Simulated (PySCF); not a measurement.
Molecule: SMILES Cc1ccccc1C, singlet. Atoms near the plane z = 0.8 Å, at the GFN2-xTB optimised geometry (x, y, z in Å): C1 (-1.5, -2.0, 0.0), C2 (-0.7, -0.7, 0.0), C3 (-1.4, 0.5, 0.0), C4 (-0.7, 1.7, 0.0), C5 (0.7, 1.7, 0.0), C6 (1.4, 0.5, 0.0), C7 (0.7, -0.7, 0.0), C8 (1.5, -2.0, 0.0), H9 (-1.2, -2.6, 0.9), H11 (-2.5, -1.8, 0.0), H12 (-2.5, 0.5, 0.0), H13 (-1.2, 2.6, 0.0), H14 (1.2, 2.6, 0.0), H15 (2.5, 0.5, 0.0), H17 (1.2, -2.6, 0.9), H18 (2.5, -1.8, 0.0).

Method: CAM-B3LYP/def2-SVP run with PySCF 2.14.0. The values are rescaled to run from 0 to 1.

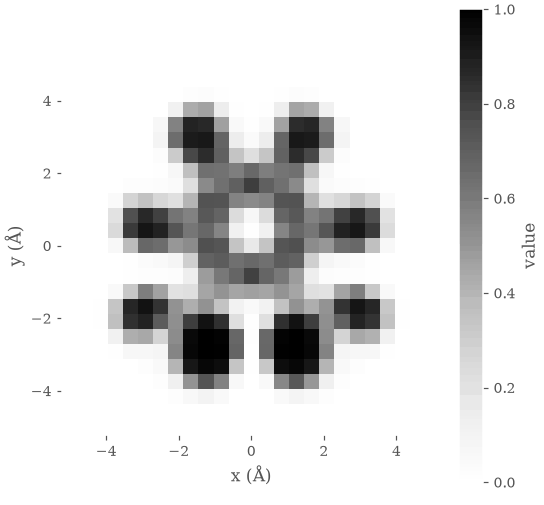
Figure: a field on the plane z = 0.8 Å.

### Question
Which quantity is mapped?
A. an orbital amplitude
B. log10 of the electron density
C. electrostatic potential
D. electron localisation function

### Answer
D, electron localisation function
